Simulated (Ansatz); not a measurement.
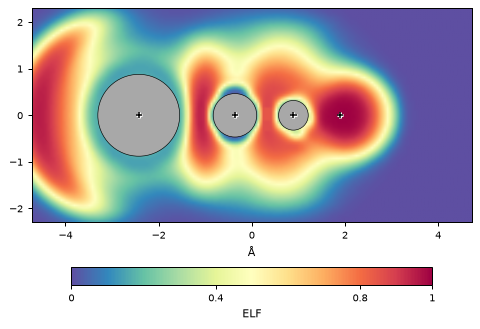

The electron localisation function on a plane through atoms (crosses mark nuclei in the plane; grey discs cover the cores).

Level of theory: isolated molecule in a Gaussian basis; Kohn-Sham density functional theory, functional PBE0 (Ansatz 0.2.0).

Candidates:
A. BHNZn (SMILES N=[B][Zn]) (doublet)
B. H4InNS (SMILES [NH2+]1[S][InH2-]1)
C. C2H7Sn (SMILES C[CH2][SnH2]) (doublet)

### Which system is this?

Candidate A: BHNZn on a plane that holds the molecular axis, which holds B, N, Zn and H. B–N (1.25 Å): the ELF peaks at about 0.85 between the atoms, as expected for a polar covalent bond. Zn–B (2.07 Å): the ELF peaks at about 0.95 between the atoms.
